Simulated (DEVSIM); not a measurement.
System: W/SiO2/n-Si capacitor, at 300 K.

```csv
layer (left to right),material,thickness (nm),Nd (cm⁻³)
1,SiO2,5.80,-
2,Si,3900,2.2e16
```

Metal gate on the left, work function 4.6 eV. Fixed charge at the semiconductor interface 0 cm⁻² (in units of +e); no interface traps.

This is a model device: material constants are rounded textbook-type values typed into the input, and sizes, dopings and lifetimes were drawn at random. Values at 300 K.

```tsv
parameter	SiO2	Si
gap (eV)	9	1.124
affinity (eV)	0.9	4.05
permittivity	3.9	11.7
Nc (cm⁻³)	-	2.86e19
Nv (cm⁻³)	-	3.1e19
```

Model (solved in DEVSIM): 1D Poisson equation in equilibrium, Boltzmann statistics, complete ionisation; no quantum confinement or tunnelling. Metal contacts follow the ideal Schottky-Mott rule: no Fermi-level pinning, no interface dipoles.

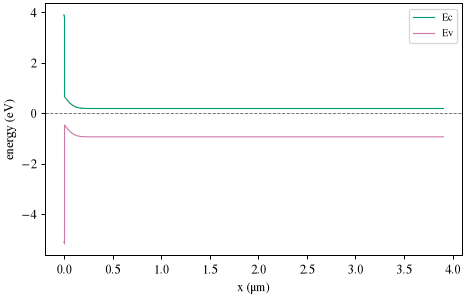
Fig. 1. Band edges at -0.2 V on the gate

Energies count from the Fermi level of the right contact; mesh points crowd at the junctions.

```tsv
x (μm)	Ec (eV)	Ev (eV)	n (cm⁻³)	p (cm⁻³)	field (V/cm)
0.000	3.900	-5.100	< 1e2	< 1e2	-160000
0.001157	3.881	-5.119	< 1e2	< 1e2	-160000
0.002900	3.852	-5.148	< 1e2	< 1e2	-160000
0.004700	3.823	-5.177	< 1e2	< 1e2	-160000
0.006161	0.652	-0.472	3.1e8	3.7e11	-55000
0.007957	0.643	-0.481	4.6e8	2.5e11	-54000
0.01187	0.622	-0.502	1.0e9	1.1e11	-53000
0.02531	0.554	-0.570	1.4e10	8.2e9	-48000
0.04971	0.446	-0.678	9.2e11	1.3e8	-40000
0.1063	0.274	-0.850	7.1e14	160000	-21000
0.2262	0.187	-0.937	2.0e16	5700	-720
0.6379	0.185	-0.939	2.2e16	5300	≈ 0
1.385	0.185	-0.939	2.2e16	5300	≈ 0
2.608	0.185	-0.939	2.2e16	5300	≈ 0
3.452	0.185	-0.939	2.2e16	5300	≈ 0
3.698	0.185	-0.939	2.2e16	5300	≈ 0
3.811	0.185	-0.939	2.2e16	5300	≈ 0
3.863	0.185	-0.939	2.2e16	5300	≈ 0
3.892	0.185	-0.939	2.2e16	5300	≈ 0
3.900	0.185	-0.939	2.2e16	5300	≈ 0
3.904	0.185	-0.939	2.2e16	5300	≈ 0
3.906	0.185	-0.939	2.2e16	5300	≈ 0
```
